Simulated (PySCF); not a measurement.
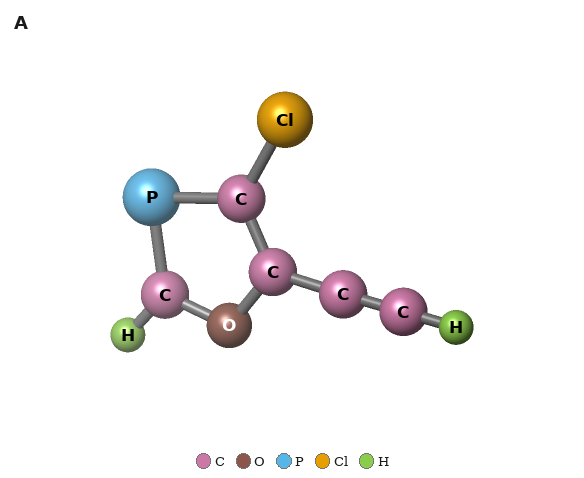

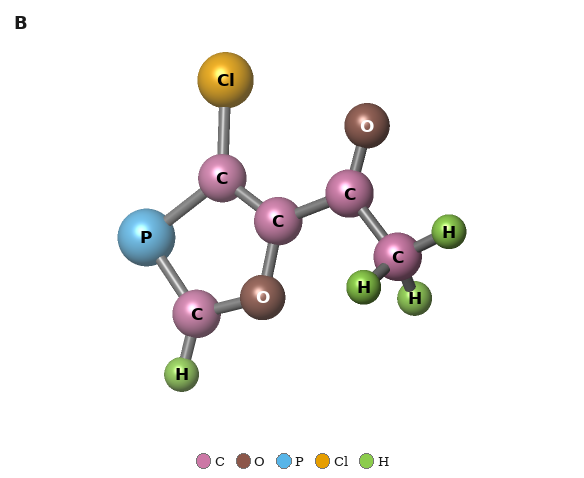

Two related species, optimised with GFN2-xTB; properties computed with PySCF 2.14.0. Both: charge 0, singlet.

Identify both.

A is C5H2ClOP (C#Cc1ocpc1Cl), B is C5H4ClO2P (CC(=O)c1ocpc1Cl).

Compare them. With B3LYP/def2-SVPD: dipole moment (D), HOMO–LUMO gap (eV), HOMO energy (Kohn–Sham orbital) (eV), lowest vertical singlet excitation (eV), mean static polarisability (bohr³). With GFN2-xTB: mean P–C length (Å).

```tsv
quantity	A	B
dipole moment (D)	1.27	3.80
HOMO–LUMO gap (eV)	4.97	4.97
HOMO energy (Kohn–Sham orbital) (eV)	−6.75	−7.29
lowest vertical singlet excitation (eV)	4.60	3.56
mean static polarisability (bohr³)	100.9	103.9
mean P–C length (Å)	1.743	1.745
```

Each is one conformer, and no frequency run is at hand to confirm it as a minimum.

The geometry is semi-empirical. Around P such bond lengths and angles can be off by a tenth of an ångström or more and by several degrees, and values that hang on the shape move with them.
